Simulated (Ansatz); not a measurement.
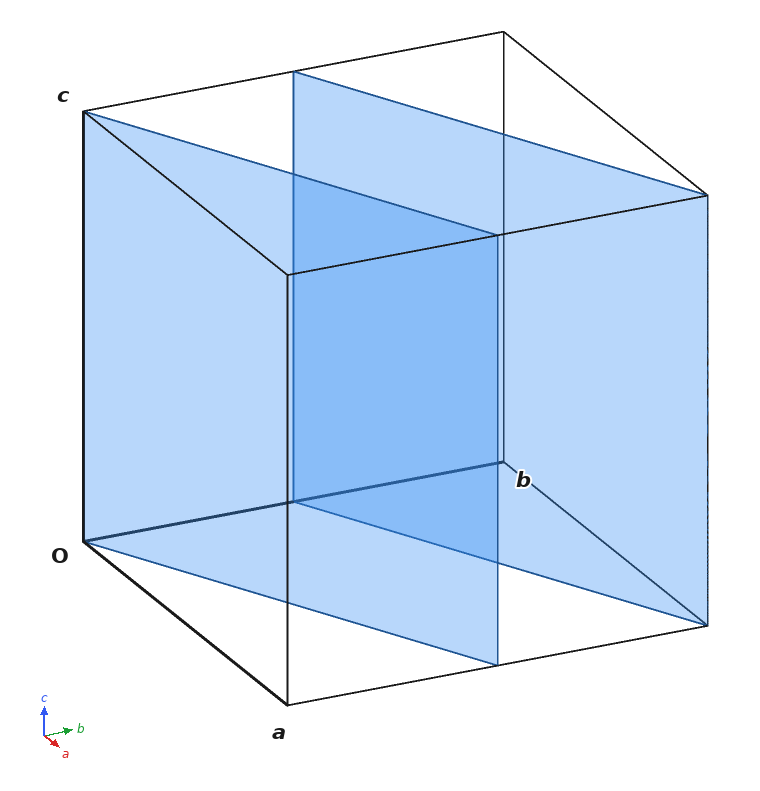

For NaLiAlCl₄, the end point of a relaxation with Ansatz 0.2.0, DFT PBE, scalar-relativistic, plane waves, PAW; the starting structure was generated, so it need not be a known form of this composition: every member of one family of equally spaced planes, hx + ky + lz = a whole number, that cuts the unit cell is shaded (one member passes through the origin O). Geometry calculated from the standardised cell; symmetry tolerance 0.002 Å.

a = 10.612 Å, b = 10.612 Å, c = 10.612 Å, α = 90.00°, β = 90.00°, γ = 90.00°.

**Index the planes.**

(1 −2 0); the opposite sign names the same planes. The member next to the origin meets the axes a at 1, b at −1/2, c never.

**What is the spacing?**

d = 4.746 Å.
